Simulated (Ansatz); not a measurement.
Consider BrGeH₃.

The calculation's input:

```
crystal:
  periodic: [false, false, false]
  atoms:
    - {symbol: Br, position_ang: [-2.694280, -2.415784, -1.087879]}
    - {symbol: Ge, position_ang: [-1.419999, -0.475711, -1.318988]}
    - {symbol: H, position_ang: [-0.633040, -0.594861, -2.634284]}
    - {symbol: H, position_ang: [-2.393217, 0.713909, -1.353074]}
    - {symbol: H, position_ang: [-0.477998, -0.395571, -0.106667]}
basis:
  gaussian: {orbitals: def2-TZVPD}
hamiltonian: {xc: pbe0}
output: {forces: true, orbitals: {seedname: orbitals}}
```

Command:

```sh
ansatz run input.yaml --threads 1 --pin off --max-ram 2610MiB --events-out events.jsonl --progress --plain --runs-dir runs
```

Geometry: B3LYP-D3(BJ)/def2-SVP.

Level of theory: isolated molecule in a Gaussian basis; Kohn-Sham density functional theory, functional PBE0 in Ansatz.

### Predict the electron density and electron localisation function between the atoms.

Ge–Br (2.33 Å): ρ at the midpoint is about 0.66 e/Å³; the ELF peaks at about 0.80 in the valence shell of Br, 1.0 Å from its nucleus, and is about 0.75 at the midpoint.
Ge–H (1.54 Å): ρ at the midpoint is about 1.1 e/Å³; the ELF climbs to about 1 towards the hydrogen.

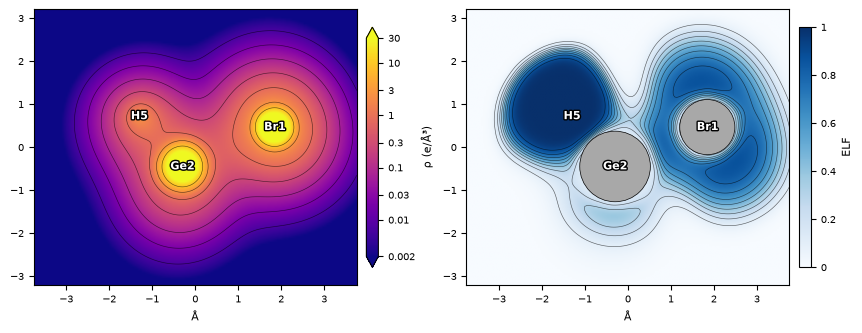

Computed electron density and electron localisation function on the plane of atoms Br1, Ge2 and H5, in this order. Grey discs cover the atomic cores in the ELF map. 
